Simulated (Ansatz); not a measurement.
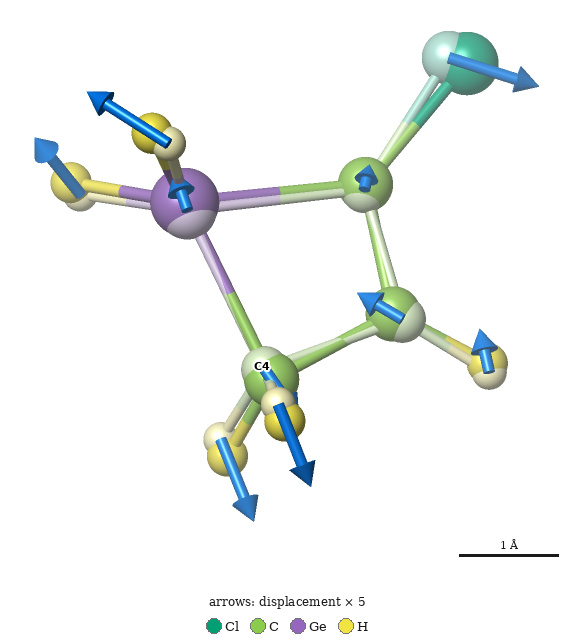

This is a relaxation of C₃H₅ClGe (coarse preliminary run). The starting structure is drawn faded, the final one solid; blue arrows show the displacements, 5 times their true length. The two geometries are superimposed by the best rigid fit.

Style: ball-and-stick. Shown at a tilt.

The start comes from a force field.

Level of theory: Ansatz, RKS PBE-D4/def2-SVP. Set-up: force threshold 0.03 eV/Å; at most 200 steps.

**What happened in the run?**

The energy falls by 19.7 kcal/mol in 5 geometry steps. Largest force component: 4.3 eV/Å at the start, 0.028 eV/Å at the end. The largest move after the best rigid fit is that of an H atom, 0.21 Å. By element the largest moves are H 0.21 Å, Cl 0.19 Å, C 0.13 Å, Ge 0.09 Å. Near-neighbour distances that change, for instance: C–Ge 1.804 → 2.011 Å, C–C 1.585 → 1.521 Å, Ge–H 1.602 → 1.552 Å, C–H 1.059 → 1.106 Å. Among the angles between lasting bonds that change: C–C–C 95.9° → 107.9°, H–Ge–H 120.9° → 110.4°, C–C–Ge 95.3° → 87.1°.
